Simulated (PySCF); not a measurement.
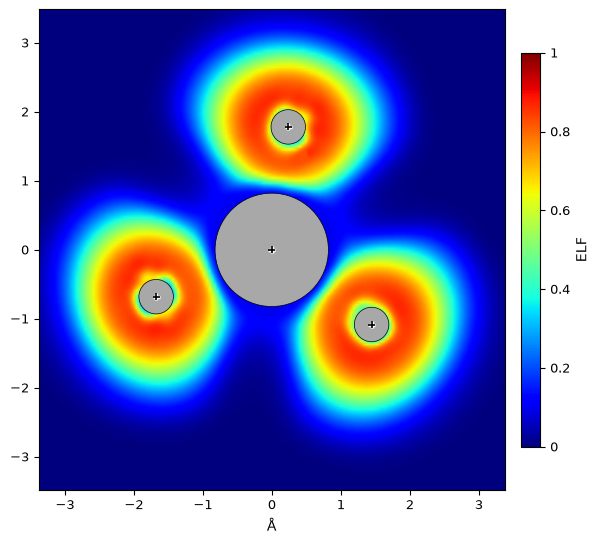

The electron localisation function on a plane through atoms (crosses mark nuclei in the plane; grey discs cover the cores).

Method: PySCF, DFT single point, gas phase, functional wB97X.

Candidates:
A. BH₅S
B. O₂Ti (charge +1, doublet)
C. F₄GeH (charge −1)

Question: Which candidate gave the map?

Answer: Candidate C: F₄GeH on the plane of atoms F1, Ge2 and F4, which holds F and Ge. Ge–F (1.81 Å): the ELF peaks at about 0.80 in the valence shell of F, 0.5 Å from its nucleus, and is about 0.25 at the midpoint.
